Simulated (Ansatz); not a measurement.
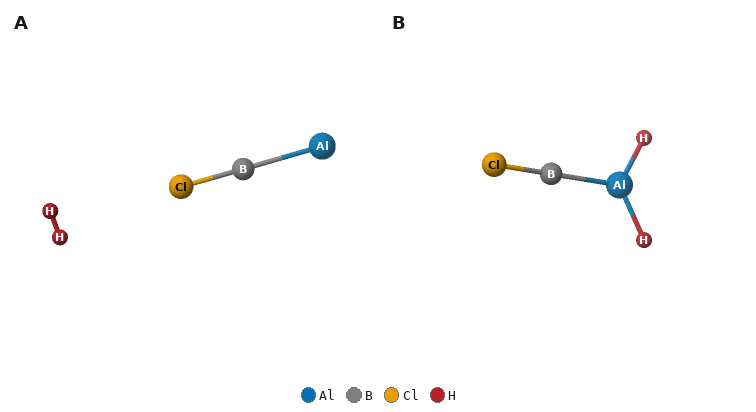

2 stationary structures of one formula. Charge 0, doublet. Geometries: PBE0-D4/def2-TZVP. Electronic energies: B3LYP-D4/def2-TZVPP (Ansatz 0.2.0), without zero-point energy. No frequency run is at hand to confirm each as a minimum.

Which structure is the most stable?

Answer. B is lowest; A lies 29.5 kcal/mol above it.
